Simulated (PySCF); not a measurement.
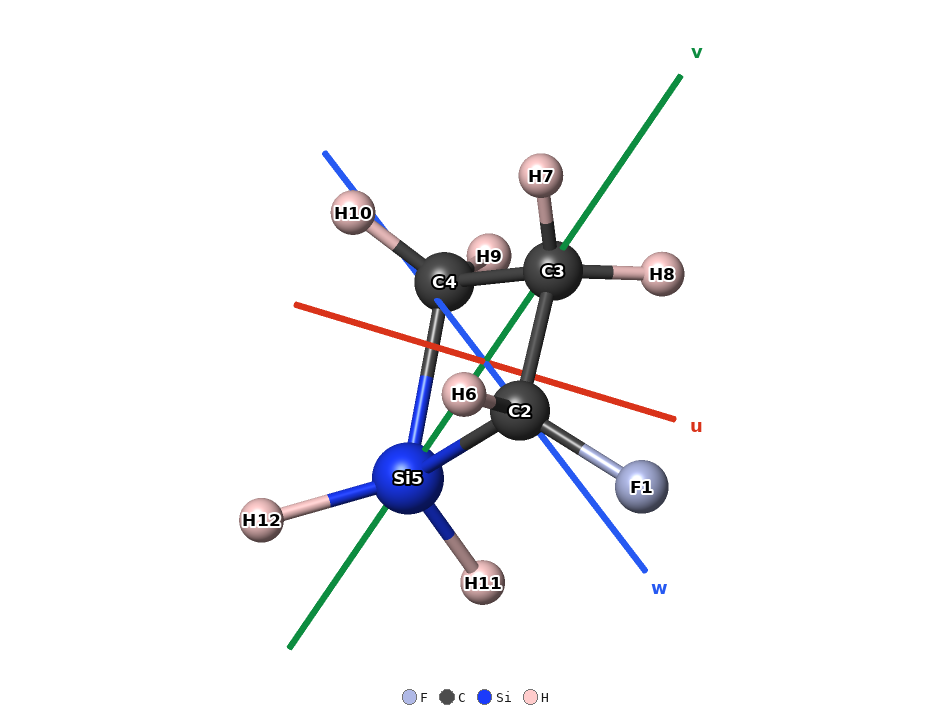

The lines u, v and w are the principal axes of the static dipole polarisability. The geometry was computed by an optimisation with GFN2-xTB. No frequency run is at hand to confirm it as a minimum. Method: CAM-B3LYP/def2-SVPD (PySCF 2.14.0).

Question: Along which axis is the molecule most polarisable, and along which least?

Answer: Most along v, least along u.

Question: Give the three principal values.

Answer: u 54.5, v 68.5, w 60.0 bohr³; mean 61.0, anisotropy 12.2 bohr³.

The geometry is semi-empirical. Around Si such bond lengths and angles can be off by a tenth of an ångström or more and by several degrees, and values that hang on the shape move with them.
